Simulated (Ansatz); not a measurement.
# GaGe (quartet): one geometry, many settings at distance Ge1–Ga2 = 2.781 Å

Aim: run GaGe (quartet) at one geometry under a spread of methods and options, and see what each costs and gives.

Computed with Ansatz 0.2.0, Gaussian basis. Level: the settings change from run to run.

22 further runs of the same task are left out: 3 for a known fault of the program, 13 that didn't finish, 6 set aside as unsound or not needed. Runs told in other sessions of the task aren't counted.

## Step 1: What is computed

The geometry derives from a PBE0/def2-TZVP stationary point (not a proven minimum). One bond is set to the value named and the two fragments are kept rigid. No spin-orbit coupling is included. The filled d shell of Ge, Ga may be among the frozen orbitals whatever the setting's name suggests.

2 atoms, charge 0, spin multiplicity 4.

Atoms are counted from 1 here; the program's logs count them from 0.

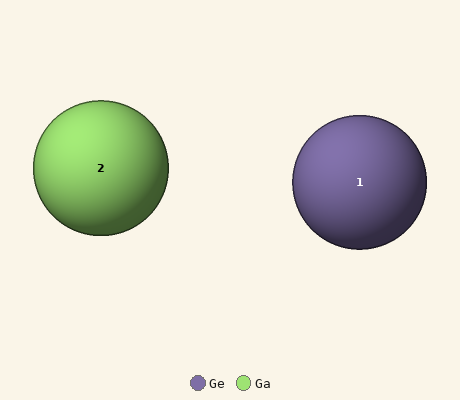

The structure; germanium purple, gallium green; atoms are numbered from 1 in the order of the file.

## Step 2: MP2 on ROHF/def2-mTZVP

The input, in.yaml:

```yaml
crystal:
  periodic: [false, false, false]
  atoms:
    - {symbol: Ge, position_ang: [0.000000, 0.000000, 0.000000]}
    - {symbol: Ga, position_ang: [0.000000, 0.000000, 2.781000]}
basis:
  gaussian: {orbitals: def2-mTZVP, point_charges: [{charge: -1.00, position_ang: [3.487, 0.889, 0.283]}]}
magnetization: {spin_polarized: false, initial_magnetization: 3}
correlation: {method: mp2, electrons: outside_noble_gas}
```

Command:

```bash
ansatz run in.yaml --threads 1 --pin off --events-out ev --progress --plain --max-ram 2393MiB
```

Output:

```text
Functional definition: HF
  name "HF"
  cite "Fock, Z. Phys. 61, 126 (1930) doi:10.1007/BF01340294"
  parent pbe
  exchange = exact_x
  correlation = 0
667 factors; integrals over basis functions are off by at most 6.8e-4 eV
mean field evaluation 1: about -108806.7928 eV, gradient 3.9e0 eV
mean field evaluation 2: about -108806.7933 eV, gradient 3.9e0 eV
mean field evaluation 4: about -108807.1105 eV, gradient 1.1e0 eV
mean field evaluation 8: about -108807.1368 eV, gradient 8.1e-3 eV
mean field evaluation 16: about -108806.1025 eV, gradient 5.3e0 eV
mean field evaluation 32: about -108806.0892 eV, gradient 3.5e-2 eV
mean field -108807.13676180 eV, -3998.5885238701 hartree, gradient 5.4e-6 eV, S^2 3.750000; 5 other end points of the search recorded, 0 dependent functions left out
mean field evaluation 64: about -108806.2919 eV, gradient 9.0e-1 eV
28 core orbitals not correlated: weight in the atoms' cores, before any rotation towards them, 1.000 or more for the frozen orbitals, at most 0.000 for the correlated occupied ones
reference -108807.13676180 eV, -3998.5885238701 hartree; 5, 2 occupied and 39, 42 virtual orbitals, 667 factors
second order -2.58451943 eV of doubles, -0.03275165 eV of singles
Total energy: -108809.75403288 eV, -3998.6847068083 hartree
```

Run time: 8 s. Hardware: 1 thread of Arm Neoverse V2, shared host.

## Step 3: BCCD on UHF/def2-SVP

The input, in.yaml:

```yaml
crystal:
  periodic: [false, false, false]
  atoms:
    - {symbol: Ge, position_ang: [0.000000, 0.000000, 0.000000]}
    - {symbol: Ga, position_ang: [0.000000, 0.000000, 2.781000]}
basis:
  gaussian: {orbitals: def2-SVP}
magnetization: {spin_polarized: true, initial_magnetization: 3}
correlation: {method: bccd, electrons: outside_noble_gas}
scf: {lower_state_search: light}
output: {forces: true}
```

The command is unchanged.

Output, shortened:

```text
Functional definition: HF
  name "HF"
  cite "Fock, Z. Phys. 61, 126 (1930) doi:10.1007/BF01340294"
  parent pbe
[...]
635 factors; integrals over basis functions are off by at most 7.5e-4 eV
[...]
mean field -108793.37056493 eV, -3998.0826254661 hartree, gradient 2.4e-6 eV, S^2 3.769359; 4 other end points of the search recorded, 0 dependent functions left out
determinant -108793.37056493 eV, -3998.0826254661 hartree, with singles and doubles -108796.55794684 eV, -3998.1997595906 hartree
determinant -108791.70656298 eV, -3998.0214745224 hartree, with singles and doubles -108794.62787701 eV, -3998.1288308328 hartree
determinant -108791.54592522 eV, -3998.0155711935 hartree, with singles and doubles -108794.54368502 eV, -3998.1257368341 hartree
28 core orbitals not correlated: weight in the atoms' cores, before any rotation towards them, 1.000 or more for the frozen orbitals, at most 0.000 for the correlated occupied ones
reference -108793.37056493 eV, -3998.0826254661 hartree; 5, 2 occupied and 31, 34 virtual orbitals, 635 factors
second order -2.43063262 eV of doubles, -0.00000000 eV of singles
cycle   1  -3.16507572 eV  change   -2.9e-2 eV  update   1.9e-2
[...]
cycle  15  -3.15952249 eV  change   -1.0e-7 eV  update   3.5e-7
[...]
Total energy: -108796.53008743 eV, -3998.1987357762 hartree
Atom 0 at     0.000000     0.000000     0.000000 Å, force     0.000000    -0.000000     1.046326 eV/Å
Atom 1 at     0.000000     0.000000     2.781000 Å, force     0.000000    -0.000000    -1.046326 eV/Å
Dipole moment:    -0.000000     0.000000     0.481779 e Å
```

It took 7.5 s on 1 thread of Arm Neoverse V2, shared host.

From the report: ⟨S²⟩ of the determinant 3.769 (pure quartet: 3.75); correlation -3.1595 eV; largest double amplitude 0.07.

## Step 4: BCCD(T) on ROHF/cc-pVDZ

The input, in.yaml:

```yaml
crystal:
  periodic: [false, false, false]
  atoms:
    - {symbol: Ge, position_ang: [0.000000, 0.000000, 0.000000]}
    - {symbol: Ga, position_ang: [0.000000, 0.000000, 2.781000]}
basis:
  gaussian: {orbitals: cc-pVDZ}
magnetization: {spin_polarized: false, initial_magnetization: 3}
correlation: {method: bccd_t, electrons: valence}
```

Same command.

Output, shortened:

```text
Functional definition: HF
  name "HF"
  cite "Fock, Z. Phys. 61, 126 (1930) doi:10.1007/BF01340294"
  parent pbe
[...]
653 factors; integrals over basis functions are off by at most 8.4e-4 eV
[...]
mean field -108805.55861655 eV, -3998.5305281018 hartree, gradient 9.8e-6 eV, S^2 3.750000; 2 other end points of the search recorded, 0 dependent functions left out
[...]
determinant -108805.55861655 eV, -3998.5305281018 hartree, with singles and doubles -108809.69964226 eV, -3998.6827079896 hartree
determinant -108803.74754771 eV, -3998.4639725496 hartree, with singles and doubles -108807.77281182 eV, -3998.6118982770 hartree
determinant -108803.64831660 eV, -3998.4603258732 hartree, with singles and doubles -108807.68623339 eV, -3998.6087165784 hartree
18 core orbitals not correlated: weight in the atoms' cores, before any rotation towards them, 1.000 or more for the frozen orbitals, at most 0.000 for the correlated occupied ones
reference -108805.55861655 eV, -3998.5305281018 hartree; 15, 12 occupied and 21, 24 virtual orbitals, 653 factors
second order -3.36922426 eV of doubles, -0.04423519 eV of singles
cycle   1  -4.13056990 eV  change    1.0e-2 eV  update   1.6e-2
[...]
cycle   9  -4.12448999 eV  change    4.9e-6 eV  update   2.0e-5
perturbative correction -0.20678569 eV, -0.0075992339 hartree
Total energy: -108809.88989223 eV, -3998.6896995469 hartree
```

It took 6.5 s on 1 thread of Arm Neoverse V2, shared host.

From the report: correlation -4.3313 eV; largest double amplitude 0.06.

## Step 5: CCSD/STO-3G

Changes to in.yaml since step 4:

```diff
@@ -6,4 +6,5 @@
 basis:
-  gaussian: {orbitals: cc-pVDZ}
+  gaussian: {orbitals: STO-3G}
 magnetization: {spin_polarized: false, initial_magnetization: 3}
-correlation: {method: bccd_t, electrons: valence}
+hamiltonian: {xc: {name: PBE0}}
+correlation: {method: ccsd, electrons: valence}
```

Same command.

Output, shortened:

```text
Functional definition: PBE0
  name "PBE0"
  cite "Adamo & Barone, J. Chem. Phys. 110, 6158 (1999) doi:10.1063/1.478522"
  cite "Perdew, Burke & Ernzerhof, Phys. Rev. Lett. 77, 3865 (1996) doi:10.1103/PhysRevLett.77.3865"
  parent pbe
[...]
342 factors; integrals over basis functions are off by at most 1.9e-5 eV
[...]
mean field -107613.09007853 eV, -3954.7081176138 hartree, gradient 1.1e-7 eV, S^2 3.750000; 8 other end points of the search recorded, 0 dependent functions left out
[...]
unrestricted determinant -107557.29076204 eV, -3952.6575305547 hartree, S^2 4.7590
18 core orbitals not correlated: weight in the atoms' cores, before any rotation towards them, 0.999 or more for the frozen orbitals, at most 0.001 for the correlated occupied ones
reference -107555.40650463 eV, -3952.5882853723 hartree; 15, 12 occupied and 3, 6 virtual orbitals, 342 factors
second order -2.24324733 eV of doubles, -0.56627738 eV of singles
cycle   1  -2.74023936 eV  change   -4.4e-1 eV  update   1.0e-1
[...]
cycle  32  -3.28077422 eV  change   -9.3e-7 eV  update   5.0e-6
WARN: the results are in doubt because among natural orbitals full CI differs from the method by -0.122 eV
Total energy: -107558.68727885 eV, -3952.7088516012 hartree
In doubt: among natural orbitals full CI differs from the method by -0.122 eV
```

Wall time 16 s (1 thread of Arm Neoverse V2, shared host).

From the report: correlation -3.2808 eV; T1 0.041; largest double amplitude 0.22. The orbitals are Kohn-Sham ones, so correlation energy and T1 don't compare with those on Hartree-Fock orbitals. The program marks this result as in doubt; its last lines say why.

## Step 6: CCSD on UHF/cc-pVDZ

The input, in.yaml:

```yaml
crystal:
  periodic: [false, false, false]
  atoms:
    - {symbol: Ge, position_ang: [0.000000, 0.000000, 0.000000]}
    - {symbol: Ga, position_ang: [0.000000, 0.000000, 2.781000]}
basis:
  gaussian: {orbitals: cc-pVDZ}
magnetization: {spin_polarized: true, initial_magnetization: 3}
correlation: {method: ccsd, electrons: outside_noble_gas}
accuracy: high
output: {forces: true}
```

Same command.

Output, shortened:

```text
Functional definition: HF
  name "HF"
  cite "Fock, Z. Phys. 61, 126 (1930) doi:10.1007/BF01340294"
  parent pbe
[...]
1024 factors; integrals over basis functions are off by at most 4.4e-9 eV
[...]
mean field -108805.64869235 eV, -3998.5338383265 hartree, gradient 1.8e-8 eV, S^2 3.769124; 6 other end points of the search recorded, 0 dependent functions left out
determinant -108805.64869235 eV, -3998.5338383265 hartree, with singles and doubles -108808.80052682 eV, -3998.6496661068 hartree
determinant -108803.98280110 eV, -3998.4726179522 hartree, with singles and doubles -108806.87128481 eV, -3998.5787677704 hartree
determinant -108803.82796163 eV, -3998.4669277066 hartree, with singles and doubles -108806.78817042 eV, -3998.5757133730 hartree
28 core orbitals not correlated: weight in the atoms' cores, before any rotation towards them, 1.000 or more for the frozen orbitals, at most 0.000 for the correlated occupied ones
reference -108805.64869235 eV, -3998.5338383265 hartree; 5, 2 occupied and 21, 24 virtual orbitals, 1024 factors
second order -2.39398447 eV of doubles, -0.00000000 eV of singles
cycle   1  -3.15164924 eV  change    1.9e-4 eV  update   1.3e-3
[...]
cycle  20  -3.15196393 eV  change   4.6e-10 eV  update  6.0e-10
[...]
Total energy: -108808.80065628 eV, -3998.6496708644 hartree
Atom 0 at     0.000000     0.000000     0.000000 Å, force     0.000000    -0.000000     0.988531 eV/Å
Atom 1 at     0.000000     0.000000     2.781000 Å, force    -0.000000     0.000000    -0.988531 eV/Å
Dipole moment:    -0.000000     0.000000     0.479865 e Å
```

Run time: 11 s. Hardware: 1 thread of Arm Neoverse V2, shared host.

From the report: ⟨S²⟩ of the determinant 3.769 (pure quartet: 3.75); correlation -3.1520 eV; T1 0.039; largest double amplitude 0.07.

## Step 7: CCSD(T) on UHF/cc-pVDZ

Changes to in.yaml since step 6:

```diff
@@ -8,4 +8,2 @@
 magnetization: {spin_polarized: true, initial_magnetization: 3}
-correlation: {method: ccsd, electrons: outside_noble_gas}
-accuracy: high
-output: {forces: true}
+correlation: {method: ccsd_t, electrons: outside_noble_gas, diis_vectors: 2}
```

The command is unchanged.

Output, shortened:

```text
Functional definition: HF
  name "HF"
  cite "Fock, Z. Phys. 61, 126 (1930) doi:10.1007/BF01340294"
  parent pbe
[...]
653 factors; integrals over basis functions are off by at most 8.4e-4 eV
[...]
mean field -108805.64865844 eV, -3998.5338370802 hartree, gradient 2.0e-6 eV, S^2 3.769125; 4 other end points of the search recorded, 0 dependent functions left out
determinant -108805.64865844 eV, -3998.5338370802 hartree, with singles and doubles -108808.80049729 eV, -3998.6496650213 hartree
determinant -108803.98276249 eV, -3998.4726165331 hartree, with singles and doubles -108806.87124539 eV, -3998.5787663219 hartree
determinant -108803.82792023 eV, -3998.4669261852 hartree, with singles and doubles -108806.78813029 eV, -3998.5757118984 hartree
28 core orbitals not correlated: weight in the atoms' cores, before any rotation towards them, 1.000 or more for the frozen orbitals, at most 0.000 for the correlated occupied ones
reference -108805.64865844 eV, -3998.5338370802 hartree; 5, 2 occupied and 21, 24 virtual orbitals, 653 factors
second order -2.39399015 eV of doubles, -0.00000000 eV of singles
cycle   1  -3.15165377 eV  change    1.9e-4 eV  update   1.3e-3
[...]
cycle   9  -3.15197445 eV  change    5.0e-7 eV  update   4.6e-6
perturbative correction -0.12292206 eV, -0.0045173024 hartree
Total energy: -108808.92355495 eV, -3998.6541873071 hartree
```

Run time: 4.3 s. Hardware: 1 thread of Arm Neoverse V2, shared host.

From the report: ⟨S²⟩ of the determinant 3.769 (pure quartet: 3.75); correlation -3.2749 eV; T1 0.039; largest double amplitude 0.07.

## Step 8: MRCISD+Q(relaxed)(3,5)/cc-pVDZ

The input, in.yaml:

```yaml
crystal:
  periodic: [false, false, false]
  atoms:
    - {symbol: Ge, position_ang: [0.000000, 0.000000, 0.000000]}
    - {symbol: Ga, position_ang: [0.000000, 0.000000, 2.781000]}
basis:
  gaussian: {orbitals: cc-pVDZ}
magnetization: {spin_polarized: false, initial_magnetization: 3}
correlation: {method: fic_mrcisd_q_relaxed, electrons: outside_noble_gas, active_space: {window: {electrons: 3, orbitals: 5}}}
accuracy: high
scf: {lower_state_search: off}
```

The command is unchanged.

Output, shortened:

```text
Functional definition: HF
  name "HF"
  cite "Fock, Z. Phys. 61, 126 (1930) doi:10.1007/BF01340294"
  parent pbe
[...]
1024 factors; integrals over basis functions are off by at most 4.4e-9 eV
[...]
mean field -108805.55865120 eV, -3998.5305293750 hartree, gradient 2.2e-8 eV, S^2 3.750000; 0 other end points of the search recorded, 0 dependent functions left out
reference -108805.55865120 eV, -3998.5305293750 hartree; 33, 30 occupied and 21, 24 virtual orbitals, 1024 factors
state -108805.70069072 eV, -3998.5357492312 hartree
contracted CI cycle   1: correlation -0.00000000 eV, -0.0000000000 hartree, residual 9.54e0 eV
contracted CI cycle   2: correlation -2.77834548 eV, -0.1021023132 hartree, residual 2.02e0 eV
contracted CI cycle   3: correlation -2.91628350 eV, -0.1071714420 hartree, residual 8.04e-1 eV
[...]
contracted CI cycle  12: correlation -2.94570210 eV, -0.1082525555 hartree, residual 3.08e-4 eV
contracted CI cycle  13: correlation -2.94570210 eV, -0.1082525556 hartree, residual 1.26e-4 eV
contracted CI cycle  14: correlation -2.94570210 eV, -0.1082525556 hartree, residual 5.11e-5 eV
contracted CI cycle  15: correlation -2.94570210 eV, -0.1082525556 hartree, residual 2.07e-5 eV
contracted CI cycle  16: correlation -2.94570210 eV, -0.1082525556 hartree, residual 8.78e-6 eV
contracted CI cycle  17: correlation -2.94570210 eV, -0.1082525556 hartree, residual 3.59e-6 eV
contracted CI cycle  18: correlation -2.94570210 eV, -0.1082525556 hartree, residual 1.23e-6 eV
contracted CI cycle  19: correlation -2.94570210 eV, -0.1082525556 hartree, residual 4.62e-7 eV
state -108805.70069072 eV, -3998.5357492312 hartree; corrected -108808.99092103 eV, -3998.6566629647 hartree
Total energy: -108808.99092103 eV, -3998.6566629647 hartree
Checks for a lower state left out: stability, starts, cluster_reference, orbital_swaps, neighbouring_geometries, increment
```

It took 8 s on 1 thread of Arm Neoverse V2, shared host.

From the report: 6 determinants; active occupations 1.00, 0.99, 0.99, 0.01, 0.01.

## Step 9: CCSD(T) on UHF/cc-pVDZ

The input, in.yaml:

```yaml
crystal:
  periodic: [false, false, false]
  atoms:
    - {symbol: Ge, position_ang: [0.000000, 0.000000, 0.000000]}
    - {symbol: Ga, position_ang: [0.000000, 0.000000, 2.781000]}
basis:
  gaussian: {orbitals: cc-pVDZ}
magnetization: {spin_polarized: true, initial_magnetization: 3}
correlation: {method: ccsd_t, electrons: valence}
scf: {lower_state_search: light}
```

Same command.

Output, shortened:

```text
Functional definition: HF
  name "HF"
  cite "Fock, Z. Phys. 61, 126 (1930) doi:10.1007/BF01340294"
  parent pbe
[...]
653 factors; integrals over basis functions are off by at most 8.4e-4 eV
[...]
mean field -108805.64865844 eV, -3998.5338370802 hartree, gradient 2.0e-6 eV, S^2 3.769125; 4 other end points of the search recorded, 0 dependent functions left out
determinant -108805.64865844 eV, -3998.5338370802 hartree, with singles and doubles -108809.70314407 eV, -3998.6828366788 hartree
determinant -108803.98276249 eV, -3998.4726165331 hartree, with singles and doubles -108807.77710305 eV, -3998.6120559770 hartree
determinant -108803.82792023 eV, -3998.4669261852 hartree, with singles and doubles -108807.68959936 eV, -3998.6088402754 hartree
18 core orbitals not correlated: weight in the atoms' cores, before any rotation towards them, 1.000 or more for the frozen orbitals, at most 0.000 for the correlated occupied ones
reference -108805.64865844 eV, -3998.5338370802 hartree; 15, 12 occupied and 21, 24 virtual orbitals, 653 factors
second order -3.29557991 eV of doubles, -0.00000000 eV of singles
cycle   1  -4.05363774 eV  change    8.5e-4 eV  update   1.5e-3
[...]
cycle   7  -4.05405399 eV  change    1.0e-6 eV  update   9.6e-6
perturbative correction -0.18639639 eV, -0.0068499408 hartree
Total energy: -108809.88910882 eV, -3998.6896707573 hartree
```

Wall time 6.5 s (1 thread of Arm Neoverse V2, shared host).

From the report: ⟨S²⟩ of the determinant 3.769 (pure quartet: 3.75); correlation -4.2405 eV; T1 0.020; largest double amplitude 0.06.

## Step 10: CCSD(T) on ROHF/STO-3G

The input, in.yaml:

```yaml
crystal:
  periodic: [false, false, false]
  atoms:
    - {symbol: Ge, position_ang: [0.000000, 0.000000, 0.000000]}
    - {symbol: Ga, position_ang: [0.000000, 0.000000, 2.781000]}
basis:
  gaussian: {orbitals: STO-3G}
magnetization: {spin_polarized: false, initial_magnetization: 3}
correlation: {method: ccsd_t, electrons: valence}
accuracy: high
```

Launched as before.

Output, shortened:

```text
Functional definition: HF
  name "HF"
  cite "Fock, Z. Phys. 61, 126 (1930) doi:10.1007/BF01340294"
  parent pbe
[...]
428 factors; integrals over basis functions are off by at most 6.9e-9 eV
[...]
mean field -107557.10820285 eV, -3952.6508216282 hartree, gradient 2.3e-8 eV, S^2 3.750000; 40 other end points of the search recorded, 0 dependent functions left out
[...]
determinant -107557.10820285 eV, -3952.6508216282 hartree, with singles and doubles -107558.81570665 eV, -3952.7135712357 hartree
determinant -107557.10666755 eV, -3952.6507652069 hartree, with singles and doubles -107558.81236841 eV, -3952.7134485576 hartree
determinant -107556.84163566 eV, -3952.6410254649 hartree, with singles and doubles -107558.73708716 eV, -3952.7106820225 hartree
determinant -107556.74639339 eV, -3952.6375253758 hartree, with singles and doubles -107558.68009724 eV, -3952.7085876818 hartree
[...]
determinant -107555.40322585 eV, -3952.5881648793 hartree, with singles and doubles -107558.61465486 eV, -3952.7061827186 hartree
determinant -107555.40322585 eV, -3952.5881648793 hartree, with singles and doubles -107558.71140590 eV, -3952.7097382539 hartree
unrestricted determinant -107557.55779506 eV, -3952.6673438375 hartree, S^2 4.6787
18 core orbitals not correlated: weight in the atoms' cores, before any rotation towards them, 0.999 or more for the frozen orbitals, at most 0.001 for the correlated occupied ones
reference -107557.10820285 eV, -3952.6508216282 hartree; 15, 12 occupied and 3, 6 virtual orbitals, 428 factors
second order -0.91519611 eV of doubles, -0.00804277 eV of singles
cycle   1  -1.74251112 eV  change    8.5e-7 eV  update   9.1e-6
[...]
cycle  78  -1.74253219 eV  change   -1.7e-9 eV  update   3.3e-9
perturbative correction -0.06530421 eV, -0.0023998854 hartree
WARN: in the space of 9 natural orbitals, full CI finds another state of this spin 0.096 eV below this run's state, or below the method's energy where it doesn't find this run's state
Total energy: -107558.91603925 eV, -3952.7172583906 hartree
```

It took 45 s on 1 thread of Arm Neoverse V2, shared host.

From the report: correlation -1.8078 eV; T1 0.058; largest double amplitude 0.26. The report marks this result as in doubt.

## Step 11: All runs side by side

Where basis and cores are those of an earlier FCI/cc-pVDZ run (-108808.9615 eV), and the records show the same count of frozen orbitals and kind of state, the miss against it is given; a blank cell means that this couldn't be shown. † marks a result that the program doubts.

```
                                         level         correlated  functions   energy (eV)  from FCI (meV)   time
MP2 on ROHF/def2-mTZVP (beside a point charge)  outside noble gas         72  -108809.7540                    8 s
                          BCCD on UHF/def2-SVP  outside noble gas         64  -108796.5301                  7.5 s
                       BCCD(T) on ROHF/cc-pVDZ            valence         54  -108809.8899                  6.5 s
              CCSD/STO-3G (on PBE0 orbitals) †            valence         36  -107558.6873                   16 s
                           CCSD on UHF/cc-pVDZ  outside noble gas         54  -108808.8007           160.8   11 s
                        CCSD(T) on UHF/cc-pVDZ  outside noble gas         54  -108808.9236            37.9  4.3 s
                MRCISD+Q(relaxed)(3,5)/cc-pVDZ  outside noble gas         54  -108808.9909           -29.4    8 s
                        CCSD(T) on UHF/cc-pVDZ            valence         54  -108809.8891                  6.5 s
                      CCSD(T) on ROHF/STO-3G †            valence         36  -107558.9160                   45 s
```

## Step 12: Outcome

| quantity | value |
| --- | --- |
| runs | 9 |
| quickest | CCSD(T) on UHF/cc-pVDZ, 4.3 s |
| slowest | CCSD(T) on ROHF/STO-3G †, 45 s |

**Reading.** Total energies in different bases, with other cores or another treatment of relativity can't be set against each other. «valence» and «outside noble gas» are the program's key words; the logs give how many orbitals each freezes, and for Ga to Kr the 3d shell needn't follow the word's plain sense. CCSD(T) on ROHF/STO-3G † took 10 times as long as CCSD(T) on UHF/cc-pVDZ; the jobs differ in more than the method. Among the correlated runs with a miss given, it spans -29 to +161 meV.
